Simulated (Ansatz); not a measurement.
## Electronic structure of C24H14 (SMILES c1ccc2c(c1)cc3ccc4cccc5c6ccccc6c2c3c45) (charge +3, doublet) in real space

```xyz
38

C     4.8095   -0.4873    1.1079
C     4.2190    0.7496    1.3688
C     2.8398    0.9853    1.1002
C     2.0297   -0.0044    0.5335
C     2.6140   -1.3243    0.3841
C     4.0060   -1.5297    0.6284
C     1.7897   -2.4242    0.1465
C     0.3623   -2.2920    0.0832
C    -0.4504   -3.4334   -0.0136
C    -1.8519   -3.3039   -0.0267
C    -2.4488   -2.0306    0.0156
C    -3.8765   -1.8956    0.0216
C    -4.4768   -0.6320    0.0594
C    -3.6832    0.5131    0.0601
C    -2.2495    0.4475    0.0404
C    -1.4162    1.6104   -0.0654
C    -1.9636    2.9219   -0.2124
C    -1.1566    4.0374   -0.4833
C     0.2221    3.8725   -0.6399
C     0.8010    2.6016   -0.4570
C     0.0276    1.4653   -0.0869
C     0.6206    0.1881    0.1880
C    -0.2222   -0.9800    0.1132
C    -1.6290   -0.8508    0.0514
H     5.8723   -0.6516    1.3064
H     4.8173    1.5602    1.7968
H     2.4226    1.9455    1.4082
H     4.4377   -2.5217    0.4607
H     2.2289   -3.4251    0.0729
H    -0.0003   -4.4290   -0.0673
H    -2.4766   -4.2011   -0.0723
H    -4.4995   -2.7960    0.0007
H    -5.5664   -0.5423    0.0779
H    -4.1886    1.4800    0.0734
H    -3.0392    3.0826   -0.1308
H    -1.6158    5.0225   -0.6070
H     0.8534    4.7203   -0.9211
H     1.8623    2.4853   -0.6810
```

All numbers below come from Ansatz 0.2.0, DFT custom functional, Gaussian basis def2-SVP.

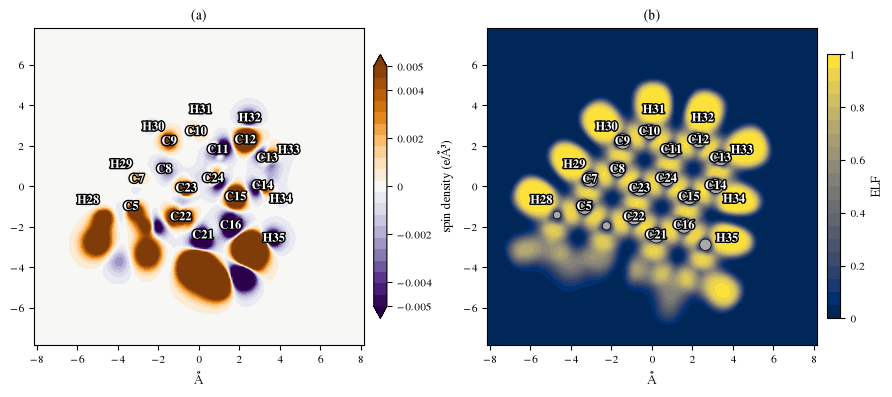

Figure 1. (a) spin density (α minus β); (b) electron localisation function on the plane of atoms C11, C24 and C23. Grey discs cover the atomic cores in the ELF map.

Read the bonding off the picture.

The section cuts through C and H sites.
C–C (1.39 Å): the ELF peaks at about 0.95 between the atoms; a covalent bond.
C–H (1.10 Å): the ELF climbs to about 1 towards the hydrogen, as it does in any bond to H (an ordinary covalent bond to hydrogen).
C–C (1.43 Å): the ELF peaks at about 0.95 between the atoms, as expected for a covalent bond.
The unpaired spin (1 electron) lies mostly on C17 (about 0.2), C20 (about 0.2), C12 (about 0.1), C15 (about 0.1) and C19 (about 0.1), in electrons by Hirshfeld's partition.

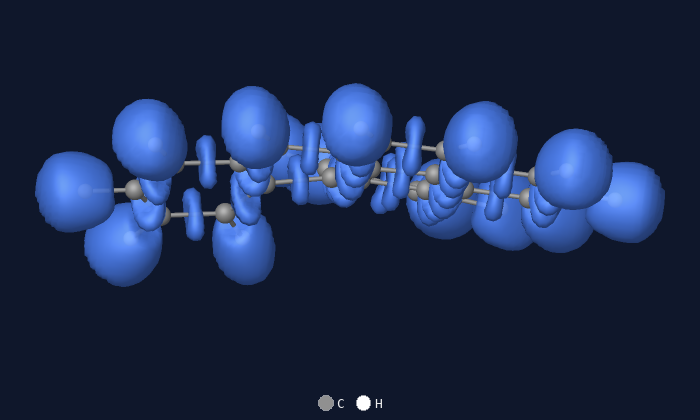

Figure 2. Isosurface of the electron localisation function at 0.85 (blue), seen from one side. Core shells and regions of very low density are left out.

Where are the electrons localised?

The surface consists of 29 regions between bonded C–C atoms (shared pairs) and 14 regions around hydrogen nuclei. Profiles from the grid: C–H (1.09 Å): the ELF climbs to about 1 towards the hydrogen: an ordinary covalent bond to hydrogen.

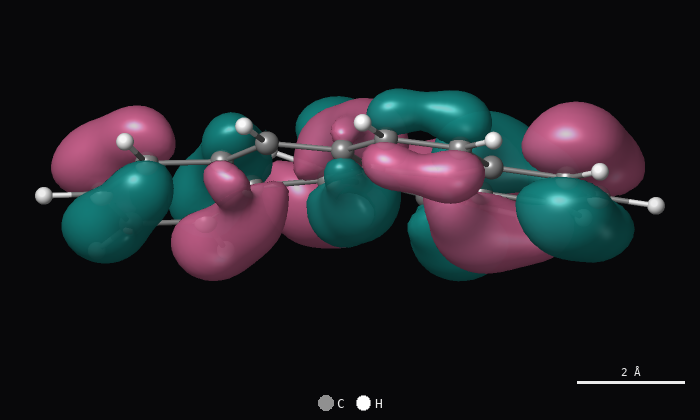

Figure 3. The HOMO (α) at ±0.06 Å⁻³ᐟ² (teal and pink are the two phases), seen from one side.

Describe this orbital and give its energy.

No atom holds more than about 10 % of it (Hirshfeld); by element the shares are C 95 % and H 5 %. Its energy is −17.10 eV.
